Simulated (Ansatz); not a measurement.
# Fields on a plane of CsCl (CsCl type)

```xyz
2
Lattice="4.2059 0.0000 0.0000 0.0000 4.2059 0.0000 0.0000 0.0000 4.2059" Properties=species:S:1:pos:R:3 pbc="T T T"
Cs     0.0000     0.0000     0.0000
Cl     2.1029     2.1029     2.1029
```

The slice is a {100} plane (indices of the conventional cell) through the point (0.000, 0.000, 0.000) (fractional), spanned by u = [100] and v = [010] in vectors of this cell: u (4.21 Å) and v (4.21 Å, at 90° to u). It covers one period; positions are fractions (u, v).

Atoms on it: Cs at (0.00, 0.00).

Calculation: PBE (plane waves to 420 eV, PAW, scalar-relativistic; Ansatz, a first-principles code). k mesh 8×8×8. These are valence fields of a PAW run, semicore shells included where kept as valence: close to a nucleus they are smooth pseudo fields. CsCl was relaxed with its symmetry unable to fall.

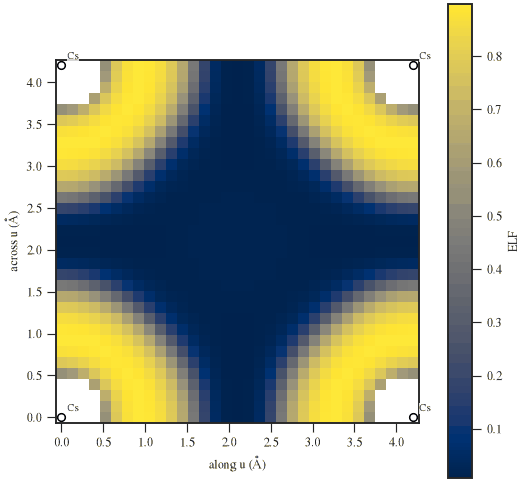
*Electron localisation function (ELF), one period of the plane, atoms marked. Points within 0.5 Å of a nucleus are left white, as the pseudised field means little there.*

```tsv
v \ u	0.00	0.09	0.19	0.28	0.38	0.47	0.56	0.66	0.75	0.84	0.94
0.94	-0.6	-0.1	0.0	-0.4	-1.1	-1.7	-1.5	-0.9	-0.2	0.1	-0.2
0.84	0.1	0.0	-0.2	-0.7	-1.3	-1.7	-1.6	-1.1	-0.5	-0.1	0.1
0.75	-0.2	-0.3	-0.6	-1.1	-1.5	-1.8	-1.7	-1.4	-0.9	-0.5	-0.2
0.66	-0.8	-0.9	-1.2	-1.5	-1.7	-1.7	-1.7	-1.7	-1.4	-1.1	-0.9
0.56	-1.5	-1.6	-1.7	-1.8	-1.7	-1.7	-1.7	-1.7	-1.7	-1.6	-1.5
0.47	-1.6	-1.7	-1.8	-1.8	-1.7	-1.7	-1.7	-1.7	-1.8	-1.7	-1.7
0.38	-1.1	-1.2	-1.4	-1.6	-1.7	-1.7	-1.7	-1.7	-1.5	-1.3	-1.1
0.28	-0.4	-0.5	-0.8	-1.2	-1.6	-1.8	-1.8	-1.5	-1.1	-0.7	-0.4
0.19	0.0	0.0	-0.3	-0.8	-1.4	-1.8	-1.7	-1.2	-0.6	-0.2	0.0
0.09	-0.2	0.0	0.0	-0.5	-1.2	-1.7	-1.6	-0.9	-0.3	0.0	-0.1
0.00	-3.0	-0.2	0.0	-0.4	-1.1	-1.6	-1.5	-0.8	-0.2	0.1	-0.6
```

Values: log₁₀ of the valence density in e/Å³. The scale is logarithmic, as a density can span decades between atoms and voids; values under 0.001 e/Å³ are set to 0.001.
